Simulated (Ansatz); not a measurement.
# BClH4Si: composite energy at a relaxed geometry

Wanted for BClH4Si: a composite energy at a relaxed geometry.

All numbers are computed with Ansatz 0.2.0, driven from Python. The levels of theory stand in the script.

## Step 1: Starting point

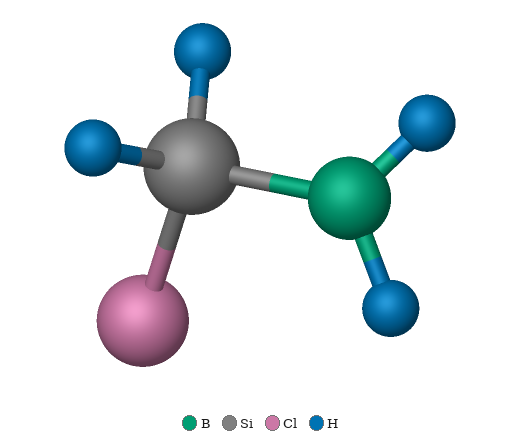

The structure that the script starts from, seen from a chosen angle (boron teal, silicon grey, chlorine pink, hydrogen blue).

bclh4si.xyz, read by the script:

```xyz
7

B    -1.04360   -0.04450   -0.50630
Si    0.55640   -0.13650    0.48840
Cl    1.71830    1.54620    0.08990
H    -1.37280   -0.94320   -1.12010
H    -1.35830    1.04020   -1.01200
H     0.25310   -0.18260    1.92450
H     1.30820   -1.34770    0.08980
```

## Step 2: The script

Contents of composite_bclh4si.py:

```python
# -*- coding: utf-8 -*-
import itertools

import ansatz as az
from ase.data import atomic_numbers, covalent_radii
import numpy as np

geometry = az.Crystal.molecule_from_extxyz('bclh4si.xyz')

job = (
    geometry.calculation()
    .basis(gaussian='def2-SVP')
    .functional('pbe0', dispersion='d3bj')
)
symbols = [site.symbol for site in geometry.cartesian_sites]
start = np.array([site.position_ang for site in geometry.cartesian_sites], dtype=float)
data = job.relax(force_tolerance=0.01, max_steps=100).run(threads=1).report
end = np.array(data['positions_ang'])
radius = [covalent_radii[atomic_numbers[s]] for s in symbols]
span = lambda where, i, j: np.linalg.norm(where[i] - where[j])
bonded = [(i, j) for i, j in itertools.combinations(range(len(symbols)), 2) if min(span(start, i, j), span(end, i, j)) < 1.2 * (radius[i] + radius[j])]
print('pair        before    after (A)')
for i, j in bonded:
    print(f'{symbols[i]}{i}-{symbols[j]}{j}'.ljust(10), f'{span(start, i, j):8.4f} {span(end, i, j):8.4f}')

minimum = az.Crystal.molecule()
for symbol, place in zip(symbols, end):
    minimum = minimum.atom(symbol, place.tolist())
at_minimum = minimum.calculation()
level = lambda method, basis: at_minimum.basis(gaussian=basis).correlation(method).run(threads=1).report
small, large, cluster = level('mp2', 'cc-pVDZ'), level('mp2', 'cc-pVTZ'), level('ccsd_t', 'cc-pVDZ')
corr = lambda each: (each['free_energy_ev'] - each['reference_energy_ev']) / 27.211386246
mp2_limit = (27 * corr(large) - 8 * corr(small)) / 19
pieces = {'HF / cc-pVTZ': large['reference_energy_ev'] / 27.211386246, 'MP2 correlation, DZ-TZ limit': mp2_limit, 'CCSD(T) - MP2 / cc-pVDZ': corr(cluster) - corr(small)}
for name, value in pieces.items():
    print(f'{name:32s} {value:14.6f} Ha')
print(f'{"sum":32s} {sum(pieces.values()):14.6f} Ha')
print('T1 diagnostic', round(cluster['correlation']['coupled_cluster']['t1_diagnostic'], 4))
```

## Step 3: The input behind the calls

The engine receives this input (first run):

```yaml
crystal:
  periodic: [false, false, false]
  atoms:
    - { symbol: B, position_ang: [-1.0436, -0.0445, -0.5063] }
    - { symbol: Si, position_ang: [0.5564, -0.1365, 0.4884] }
    - { symbol: Cl, position_ang: [1.7183, 1.5462, 0.0899] }
    - { symbol: H, position_ang: [-1.3728, -0.9432, -1.1201] }
    - { symbol: H, position_ang: [-1.3583, 1.0402, -1.012] }
    - { symbol: H, position_ang: [0.2531, -0.1826, 1.9245] }
    - { symbol: H, position_ang: [1.3082, -1.3477, 0.0898] }
basis:
  gaussian:
    orbitals: def2-SVP
hamiltonian:
  xc: pbe0
  dispersion: d3bj
relax:
  f_tol: 0.01
  max_steps: 100
```

## Step 4: Running it

Run with:

```sh
python composite_bclh4si.py
```

Output:

```text
pair        before    after (A)
B0-Si1       1.8862   2.0073
B0-H3        1.1370   1.2095
B0-H4        1.2375   1.2060
Si1-Cl2      2.0833   2.0802
Si1-H5       1.4685   1.4962
Si1-H6       1.4802   1.4960
HF / cc-pVTZ                        -775.501275 Ha
MP2 correlation, DZ-TZ limit          -0.450009 Ha
CCSD(T) - MP2 / cc-pVDZ               -0.057933 Ha
sum                                 -776.009217 Ha
T1 diagnostic 0.01
```

Run time: 41 s. Hardware: 1 thread of Arm Neoverse V2, shared host; peak memory 0.32 GiB.

## Step 5: Path of the relaxation of run 0

Relaxation path:

| step | E - E(step 1) (eV) | largest force component (eV/Å) |
| --- | --- | --- |
| 1 | 0.0000 | 2.4341 |
| 2 | -0.3785 | 1.5182 |
| 3 | -0.4568 | 0.3213 |
| 4 | -0.4680 | 0.1254 |
| 5 | -0.4584 | 0.3126 |
| 6 | -0.4722 | 0.0324 |
| 7 | -0.4769 | 0.0246 |
| 8 | -0.4769 | 0.2506 |
| 9 | -0.4791 | 0.0580 |
| 10 | -0.4797 | 0.1777 |
| 11 | -0.4828 | 0.0217 |
| 12 | -0.4834 | 0.0171 |
| 13 | -0.4837 | 0.0260 |
| 14 | -0.4838 | 0.0160 |
| 15 | -0.4838 | 0.0021 |

Step 1 is the start. Steps 5, 8 were tried and not accepted.

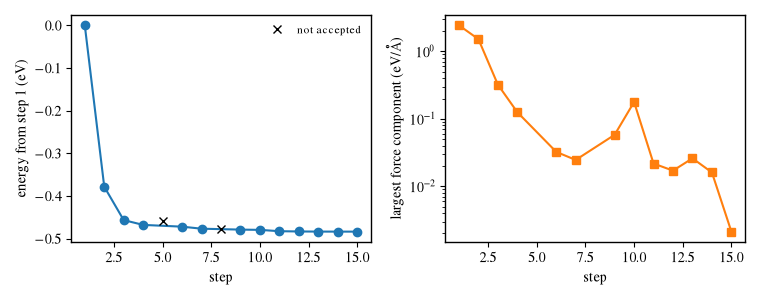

Energy and largest force along the relaxation.

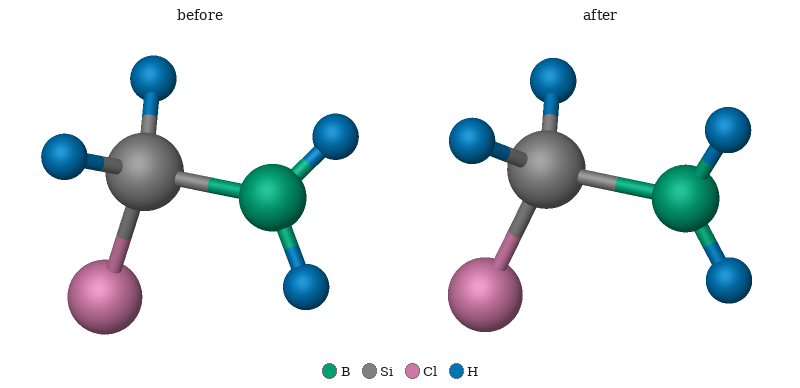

Before and after, at one scale.

Before: Bond lengths: B1–Si2 1.886 Å, Si2–Cl3 2.083 Å, B1–H4 1.137 Å, B1–H5 1.237 Å, Si2–H6 1.469 Å, Si2–H7 1.480 Å. Angles: B1–Si2–Cl3 109.4°, B1–Si2–H6 110.0°, B1–Si2–H7 109.2°, Cl3–Si2–H6 109.1°, Cl3–Si2–H7 109.0°, H6–Si2–H7 110.0°, Si2–B1–H4 119.5°, Si2–B1–H5 118.3°, H4–B1–H5 113.5°.

After: Bond lengths: B1–Si2 2.007 Å, Si2–Cl3 2.080 Å, B1–H4 1.210 Å, B1–H5 1.206 Å, Si2–H6 1.496 Å, Si2–H7 1.496 Å. Angles: B1–Si2–Cl3 113.1°, B1–Si2–H6 109.9°, B1–Si2–H7 110.1°, Cl3–Si2–H6 107.8°, Cl3–Si2–H7 107.8°, H6–Si2–H7 108.0°, Si2–B1–H4 118.1°, Si2–B1–H5 123.5°, H4–B1–H5 118.4°.

Run 0 is this relaxation; the runs after it count from 1.

## Step 6: The engine's runs

The 3 runs, in the order started:

| run | basis | method | energy (eV) | iterations in all | CPU time (s) |
| --- | --- | --- | --- | --- | --- |
| 1 | cc-pVDZ | mp2 | -21109.8684 | 11 | 0.67 |
| 2 | cc-pVTZ | mp2 | -21113.6053 | 14 | 2.6 |
| 3 | cc-pVDZ | ccsd_t | -21111.4448 | 17 | 2 |

## Step 7: What came out

```
        quantity           value
   T1 diagnostic            0.01
composite energy  -776.009217 Ha
   runs compared               3
```

In words: All 3 runs converged, in 11 to 17 cycles. A T1 diagnostic under about 0.02 supports a single-reference treatment, as here. Run 0: The relaxation took 12 moves; the largest shift is 0.552 Å, of atom 4 (H). Reading the output:
- The sum leaves out core correlation, relativity, the Hartree-Fock basis error and zero-point energy; a DZ-TZ extrapolation is rough.
- Inner cores stay frozen, so this is valence correlation.
- For Al to Cl the sets with a tight d function, cc-pV(X+d)Z, are usual.
